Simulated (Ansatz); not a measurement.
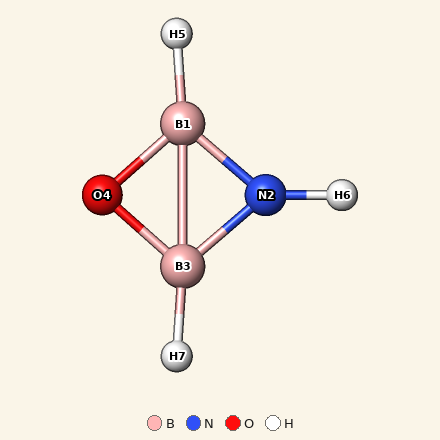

The system is B₂H₃NO (SMILES B1NBO1) with the probe Li+; the picture shows it without the atoms that are moved over the map. The probe is moved over the molecule's main plane. First axis: x of the probe's Li atom. Second axis: y of the probe's Li atom. Nothing is relaxed (molecule and probe rigid). Grid: 11 × 11 points; 51 points were computed and 46 follow by symmetry. At 24 points there is no value (left out of the scan, as a rule where atoms come close). Energies are in kcal/mol, from molecule and probe far apart, each relaxed in its own basis (no counterpoise correction). Computed with RKS BHLYP-D4/def2-TZVP in Ansatz 0.2.0.

Range: x of the probe's Li atom from −5.15 to 5.15 Å; y of the probe's Li atom from −5.15 to 5.15 Å.

Question: What landscape does the calculation give?

Answer: The lowest grid point is at x of the probe's Li atom = 3.09 Å, y of the probe's Li atom = 0.00 Å [nearest 1 O at 2.04 Å], −39.0 kcal/mol from molecule and probe far apart, each relaxed in its own basis (no counterpoise correction). The highest grid point, x of the probe's Li atom = −3.09 Å, y of the probe's Li atom = −1.03 Å [nearest 1 H at 1.46 Å], lies 51.7 kcal/mol above the lowest.

```tsv
y of the probe's Li atom ↓, x of the probe's Li atom →	−5.15	−4.12	−3.09	−2.06	−1.03	0.00	1.03	2.06	3.09	4.12	5.15
5.15	1.7	1.4	0.8	−0.4	−2.1	−3.5	−3.8	−3.5	−3.1	−2.8	−2.4
4.12	2.2	1.9	0.6	−2.3	−6.9	−9.2	−9.8	−7.4	−5.5	−4.4	−3.5
3.09	2.9	2.5	0.1	−6.0	−4.2	–	−3.0	−14.6	−10.1	−7.0	−5.0
2.06	3.9	3.6	0.2	−6.5	–	–	–	−23.5	−18.6	−11.2	−6.9
1.03	4.9	5.6	12.7	–	–	–	–	–	−31.3	−16.4	−8.8
0.00	5.4	7.7	–	–	–	–	–	–	−39.0	−19.1	−9.7
−1.03	4.9	5.6	12.7	–	–	–	–	–	−31.3	−16.4	−8.8
−2.06	3.9	3.6	0.2	−6.5	–	–	–	−23.5	−18.6	−11.2	−6.9
−3.09	2.9	2.5	0.1	−6.0	−4.2	–	−3.0	−14.6	−10.1	−7.0	−5.0
−4.12	2.2	1.9	0.6	−2.3	−6.9	−9.2	−9.8	−7.4	−5.5	−4.4	−3.5
−5.15	1.7	1.4	0.8	−0.4	−2.1	−3.5	−3.8	−3.5	−3.1	−2.8	−2.4
```

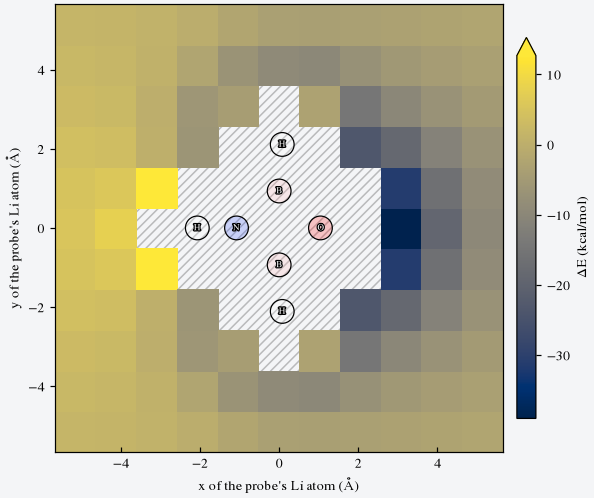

In the figure: one coloured cell a grid point, labelled circles for the molecule's atoms, projected on the plane, one colour for all values above the top of the scale, hatched blanks where no value was computed.

The whole map (51 points run) took 4.7 min on 1 thread of Arm Neoverse V2 (shared host).
